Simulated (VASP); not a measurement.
Band structure of AlP (relaxed from the layered h-BN type structure, space group P6_3/mmc). Method: PBE GGA, VASP's PBE PAW potentials (set 64) (plane waves; VASP).

Without a dispersion term in the relaxation, distances and binding between the weakly bound layers, chains or molecules are unreliable, and so is what depends on them.

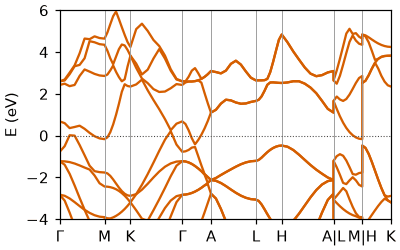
Figure. Bands along high-symmetry lines, zero at the valence-band maximum or, without a gap, the Fermi level

Problem. Read the plot: is there a gap, and where are the band edges?

Solution. It has no gap at this level: it comes out as a metal or semimetal. (Edges off the drawn lines would not show.)

The structure was generated: AlP was put into the layered h-BN type type (P6_3/mmc), which need not be its known phase. It was relaxed first, which changed the volume by -36 %.
